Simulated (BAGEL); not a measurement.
# HF/6-31G(d) (density fitting with qzvpp-jkfit, spherical functions) run of GaHSF2 (SMILES [F][Ga]([F])[SH])

Aim: the energy change on altering one bond length of GaHSF2 at HF/6-31G* (density fitting with qzvpp-jkfit, spherical functions), from 2 runs. 

The calculation is run with BAGEL 1.2.2.

1 further run of the same task is left out (it didn't finish). Runs told in other sessions of the task aren't counted.

### Step 1. The molecule

The species is GaHSF2 (5 atoms), meant as a singlet with charge 0. As SMILES, `[F][Ga]([F])[SH]`. The shape is that of a PBE0-D4/def2-TZVP optimisation.

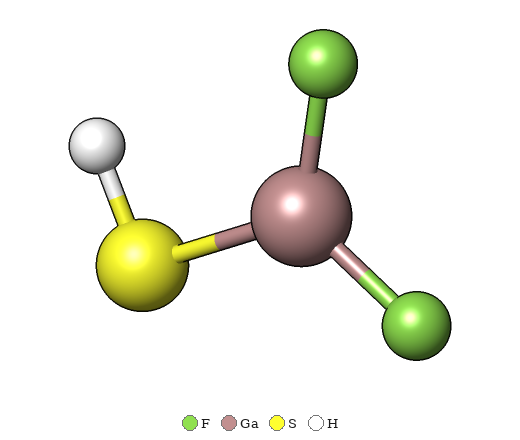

Viewed from a chosen angle; fluorine green, gallium pink, sulfur yellow, hydrogen white.

### Step 2. A single-point energy at HF/6-31G(d) (density fitting with qzvpp-jkfit, spherical functions)

Input file input.json:

```json
{ "bagel" : [

{
  "title" : "molecule",
  "basis" : "6-31gs.json",
  "df_basis" : "qzvpp-jkfit",
  "angstrom" : true,
  "geometry" : [
    { "atom" : "F", "xyz" : [   -0.326400,   -1.486100,    1.658600 ] },
    { "atom" : "Ga", "xyz" : [    0.142700,   -0.389000,    0.397700 ] },
    { "atom" : "F", "xyz" : [    1.855700,   -0.271200,    0.121400 ] },
    { "atom" : "S", "xyz" : [   -1.298500,    0.749200,   -0.745600 ] },
    { "atom" : "H", "xyz" : [   -0.323600,    1.323500,   -1.473600 ] }
  ]
},
{
  "title" : "hf"
},
{
  "title" : "print",
  "file" : "orbitals.molden",
  "orbitals" : true
}

]}
```

The basis set 6-31G* is read from a file made from the Basis Set Exchange's data (not shown).

The run is started by

```
$ BAGEL_NUM_THREADS=1 BAGEL input.json > input.out
```

The program printed:

```text
* using 1 threads per process

  ===============================================================
  ===============================================================

  *** Geometry ***

  { "atom" : "F", "xyz" : [     -0.616807,     -2.808322,      3.134300 ] },
  { "atom" : "Ga", "xyz" : [      0.269664,     -0.735103,      0.751544 ] },
  { "atom" : "F", "xyz" : [      3.506765,     -0.512494,      0.229413 ] },
  { "atom" : "S", "xyz" : [     -2.453809,      1.415783,     -1.408980 ] },
  { "atom" : "H", "xyz" : [     -0.611515,      2.501053,     -2.784700 ] },

  Number of auxiliary basis functions:      566

  Since a DF basis is specified, we compute 2- and 3-index integrals:
    o Being stored without compression. Storage requirement is 0.029 GB

  Number of basis functions:       80
  Number of electrons      :       66

    * METHOD: MOLECULE                             0.29

  *** RHF ***

  === Nuclear Repulsion ===
   365.6878300203

      * DIIS with orbital gradients will be used.

  === RHF iteration (6-31gs.json) ===
      0      -2519.77947466          0.02306947           0.09
      1      -2519.92964181          0.01676758           0.08
      2      -2520.05370168          0.00109339           0.08
      3      -2520.05480616          0.00043570           0.08
      4      -2520.05493372          0.00012351           0.08
      5      -2520.05495103          0.00003639           0.08
      6      -2520.05495361          0.00001442           0.08
      7      -2520.05495406          0.00000281           0.09
      8      -2520.05495407          0.00000094           0.09
      9      -2520.05495407          0.00000027           0.09
     10      -2520.05495407          0.00000010           0.09
     11      -2520.05495407          0.00000004           0.09
     12      -2520.05495407          0.00000001           0.09
     13      -2520.05495407          0.00000000           0.09
    * SCF iteration converged.

    * Permanent dipole moment:
           (    0.215493,    -0.552586,     0.599159) a.u.

    * METHOD: HF                                   1.41

    * METHOD: PRINT                                0.01

  ===============================================================
```

Wall time 1.9 s (1 thread of Arm Neoverse V2, shared host).

### Step 3. The distorted shape at the same level

Input file job.json:

```json
{ "bagel": [

{
  "title": "molecule",
  "basis": "6-31gs.json",
  "df_basis": "qzvpp-jkfit",
  "angstrom": true,
  "geometry": [
    { "atom": "F", "xyz": [      -0.583346,      -1.503770,       1.700044 ] },
    { "atom": "Ga", "xyz": [      -0.114246,      -0.406670,       0.439144 ] },
    { "atom": "F", "xyz": [       1.855700,      -0.271200,       0.121400 ] },
    { "atom": "S", "xyz": [      -1.555446,       0.731530,      -0.704156 ] },
    { "atom": "H", "xyz": [      -0.580546,       1.305830,      -1.432156 ] }
  ]
},

{
  "title": "hf"
},

{
  "title": "print",
  "file": "orbitals.molden",
  "orbitals": true
}

]}
```

The basis set 6-31G* is read from a file made from the Basis Set Exchange's data (not shown).

The run is started by

```
$ BAGEL_NUM_THREADS=1 BAGEL job.json > job.out
```

The program printed:

```text
* using 1 threads per process

  ===============================================================
  ===============================================================

  *** Geometry ***

  { "atom" : "F", "xyz" : [     -1.102364,     -2.841713,      3.212618 ] },
  { "atom" : "Ga", "xyz" : [     -0.215894,     -0.768495,      0.829862 ] },
  { "atom" : "F", "xyz" : [      3.506765,     -0.512494,      0.229413 ] },
  { "atom" : "S", "xyz" : [     -2.939367,      1.382391,     -1.330662 ] },
  { "atom" : "H", "xyz" : [     -1.097073,      2.467661,     -2.706383 ] },

  Number of auxiliary basis functions:      566

  Since a DF basis is specified, we compute 2- and 3-index integrals:
    o Being stored without compression. Storage requirement is 0.029 GB

  Number of basis functions:       80
  Number of electrons      :       66

    * METHOD: MOLECULE                             0.30

  *** RHF ***

  === Nuclear Repulsion ===
   352.1478323080

      * DIIS with orbital gradients will be used.

  === RHF iteration (6-31gs.json) ===
      0      -2519.71453212          0.02388879           0.09
      1      -2519.86287607          0.01872045           0.09
      2      -2520.02440266          0.00124561           0.09
      3      -2520.02597186          0.00054671           0.09
      4      -2520.02620418          0.00016674           0.09
      5      -2520.02624448          0.00005584           0.09
      6      -2520.02625065          0.00002263           0.09
      7      -2520.02625165          0.00000650           0.09
      8      -2520.02625170          0.00000231           0.09
      9      -2520.02625170          0.00000078           0.09
     10      -2520.02625170          0.00000030           0.09
     11      -2520.02625170          0.00000014           0.09
     12      -2520.02625170          0.00000004           0.09
     13      -2520.02625170          0.00000002           0.09
     14      -2520.02625170          0.00000001           0.09
    * SCF iteration converged.

    * Permanent dipole moment:
           (    0.705506,    -0.574742,     0.582268) a.u.

    * METHOD: HF                                   1.51

    * METHOD: PRINT                                0.01

  ===============================================================
```

Wall time 1.9 s (1 thread of Arm Neoverse V2, shared host).

### Step 4. Results

Level: HF/6-31G* (density fitting with qzvpp-jkfit, spherical functions).

| quantity | value |
| --- | --- |
| first shape: total energy | -2520.05495 Eh |
| first shape: dipole moment | 2.14 D |
| first shape: HOMO energy | -11.43 eV |
| first shape: LUMO energy | 1.54 eV |
| first shape: HOMO–LUMO gap | 12.98 eV |
| distorted shape: total energy | -2520.02625 Eh |
| distorted shape: dipole moment | 2.75 D |
| distorted shape: HOMO energy | -11.72 eV |
| distorted shape: LUMO energy | 1.02 eV |
| distorted shape: HOMO–LUMO gap | 12.73 eV |
| energy change with the Ga2–F3 bond stretched from 1.739 to 2.000 Å | 0.781 eV |

**Reading.** With the Ga2–F3 bond stretched from 1.739 to 2.000 Å the energy rises by 0.78 eV (75.4 kJ/mol). The first shape isn't relaxed at this level, so the change isn't measured from a minimum.
